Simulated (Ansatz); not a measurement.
**CH5Cl2Si2 (charge +1): density, localisation and related maps**

```
atom    x (Å)    y (Å)    z (Å)
   C  -2.3037  -0.2264   1.3760
  Cl  -1.5595   1.9363  -1.0339
  Cl   0.5621  -0.2286   0.6591
  Si  -1.0553  -1.6381   1.3517
  Si  -1.2122   1.1873   0.8019
   H  -3.1451  -0.3997   0.6956
   H  -2.7048  -0.0360   2.3791
   H  -0.5596  -2.1313   2.6455
   H  -1.1605  -2.6220   0.2639
   H  -0.7468   2.1905   1.7685
```

Geometry: B3LYP/6-31G*.

Computed with isolated molecule in a Gaussian basis; Kohn-Sham density functional theory, functional PBE0 (Ansatz 0.2.0).

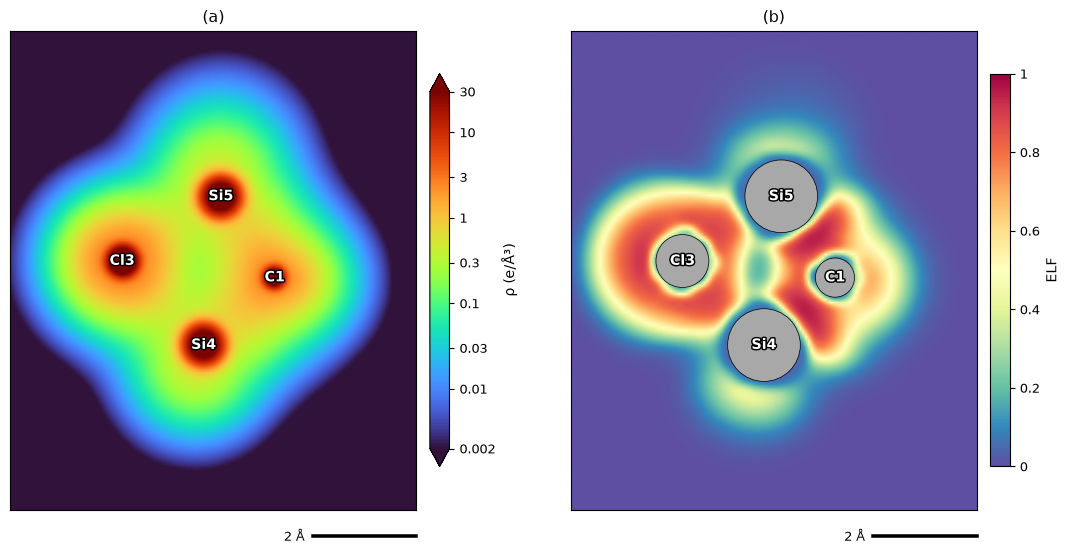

Figure 1. (a) electron density; (b) electron localisation function on the plane of atoms Si4, Cl3 and Si5. Grey discs cover the atomic cores in the ELF map.

### Interpret the plot.

- Atoms in the plane: C, Cl and Si.
- C–Si (1.88 Å): ρ at the midpoint is about 0.96 e/Å³; the ELF peaks at about 0.95 between the atoms (a covalent bond).
- Si–Cl (2.25 Å): ρ is about 0.62 e/Å³ halfway, with its minimum of 0.44 e/Å³ about 0.8 Å from Si; the ELF peaks at about 0.85 between the atoms: a shared but strongly polarised pair.
- The ELF also peaks beside Cl3, away from the bonds: lone-pair regions.

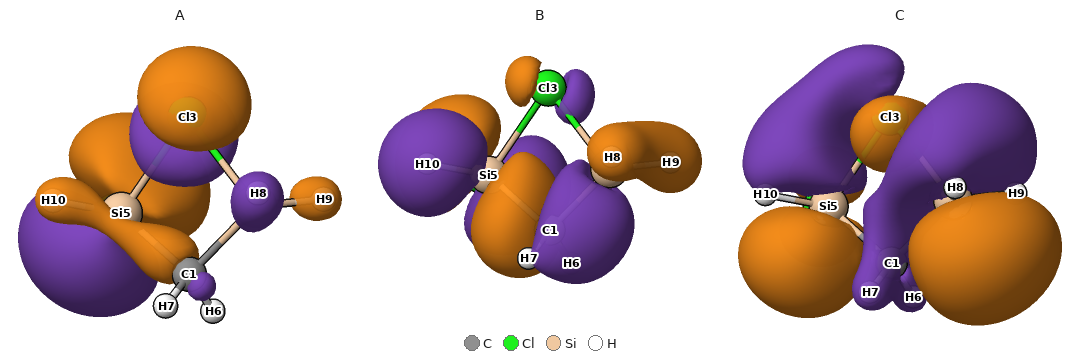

Figure 2. Three frontier orbitals at ±0.06 Å⁻³ᐟ² (orange and purple are the two phases), in no order.

### Order the three orbitals by energy and name them.

A is the HOMO−1 (−14.31 eV). Its weight (Hirshfeld) is mainly on Cl2 (about 75 %) and Cl3 (about 15 %); largely a lone pair of Cl2. B is the HOMO (−13.83 eV). By Hirshfeld shares it lies mainly on Cl2 (about 50 %), C1 (about 15 %), Si5 (about 15 %), H10 (about 10 %) and Si4 (about 5 %). C is the LUMO (−6.20 eV). Its weight (Hirshfeld) is mainly on Si4 (about 40 %), Si5 (about 20 %), Cl3 (about 15 %) and C1 (about 5 %).

### What is the HOMO–LUMO gap?

7.63 eV between the orbital energies.

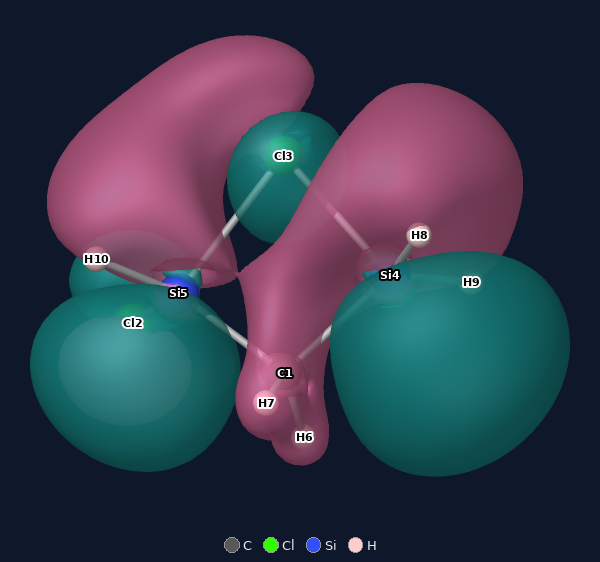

Figure 3. The LUMO at ±0.05 Å⁻³ᐟ² (teal and pink are the two phases), seen at a tilt.

### What is the character of this orbital?

By Hirshfeld shares it lies mainly on Si4 (about 40 %), Si5 (about 20 %), Cl3 (about 15 %) and C1 (about 5 %). Its energy is −6.20 eV.
